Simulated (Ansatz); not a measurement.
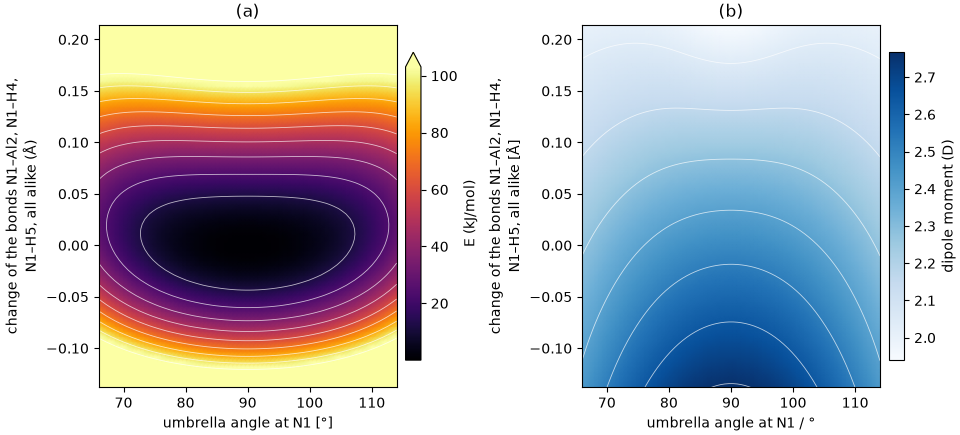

AlH3NO, SMILES [NH2][AlH][O], spin multiplicity 2. First axis: umbrella angle at N1 (between each of its bonds and their common axis; 90 is planar). Second axis: change of the bonds N1–Al2, N1–H4, N1–H5, all alike. Nothing is relaxed (all other coordinates rigid). The scan uses an 11 × 11 grid; 66 points were computed and 55 follow by symmetry. Points are written as (first, second). Energies are in kJ/mol, from the relaxed molecule at the same level. The calculation used UKS PBE0-D4/def2-TZVP in Ansatz 0.2.0.

Panel (a) is the energy and panel (b) the computed dipole moment on the same grid.

In the figure: a smooth colour map with a few white contour lines, one colour for all values above the top of the scale. Between grid points the surface is interpolated.

### How does the dipole moment vary over the map, and what is it at the lowest grid point?

Leaving out the highest fifth of the energies, it runs from 2.04 D at (66.0°, 0.179 Å) to 2.70 D at (90.0°, −0.103 Å). At the lowest grid point, (90.0°, 0.003 Å), it is 2.47 D.

| second ↓, first → | 66.0 | 70.8 | 75.6 | 80.4 | 85.2 | 90.0 | 94.8 | 99.6 | 104.4 | 109.2 | 114.0 |
| --- | --- | --- | --- | --- | --- | --- | --- | --- | --- | --- | --- |
| 0.214 | 2.00 | 2.01 | 2.01 | 1.99 | 1.96 | 1.94 | 1.96 | 1.99 | 2.01 | 2.01 | 2.00 |
| 0.179 | 2.04 | 2.06 | 2.07 | 2.06 | 2.04 | 2.03 | 2.04 | 2.06 | 2.07 | 2.06 | 2.04 |
| 0.143 | 2.09 | 2.12 | 2.13 | 2.14 | 2.13 | 2.13 | 2.13 | 2.14 | 2.13 | 2.12 | 2.09 |
| 0.108 | 2.13 | 2.17 | 2.20 | 2.21 | 2.22 | 2.22 | 2.22 | 2.21 | 2.20 | 2.17 | 2.13 |
| 0.073 | 2.18 | 2.22 | 2.26 | 2.29 | 2.30 | 2.31 | 2.30 | 2.29 | 2.26 | 2.22 | 2.18 |
| 0.038 | 2.22 | 2.28 | 2.33 | 2.36 | 2.38 | 2.39 | 2.38 | 2.36 | 2.33 | 2.28 | 2.22 |
| 0.003 | 2.26 | 2.33 | 2.39 | 2.44 | 2.46 | 2.47 | 2.46 | 2.44 | 2.39 | 2.33 | 2.26 |
| −0.033 | 2.31 | 2.39 | 2.45 | 2.51 | 2.54 | 2.55 | 2.54 | 2.51 | 2.45 | 2.39 | 2.31 |
| −0.068 | 2.35 | 2.44 | 2.51 | 2.58 | 2.61 | 2.63 | 2.61 | 2.58 | 2.51 | 2.44 | 2.35 |
| −0.103 | 2.39 | 2.49 | 2.57 | 2.64 | 2.68 | 2.70 | 2.68 | 2.64 | 2.57 | 2.49 | 2.39 |
| −0.138 | 2.43 | 2.54 | 2.63 | 2.70 | 2.75 | 2.77 | 2.75 | 2.70 | 2.63 | 2.54 | 2.43 |
